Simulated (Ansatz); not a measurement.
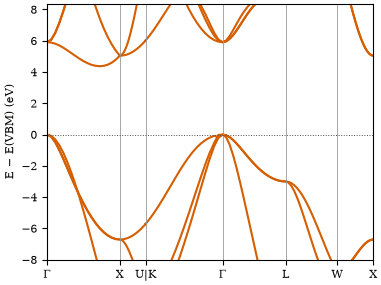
*Band structure from r²SCAN+D4 (plane waves, PAW; program Ansatz)*

Read off the gap and where the band edges lie.

About 4.4 eV (4.37 eV by a search for the band edges); maximum at Γ, minimum on the Γ–X line, 72 % of the way from Γ.

The material is C (diamond, Fd-3m).

The r²SCAN+D4 relaxation kept the symmetry of its start.

Potentials: the later of the program's two PAW sets.
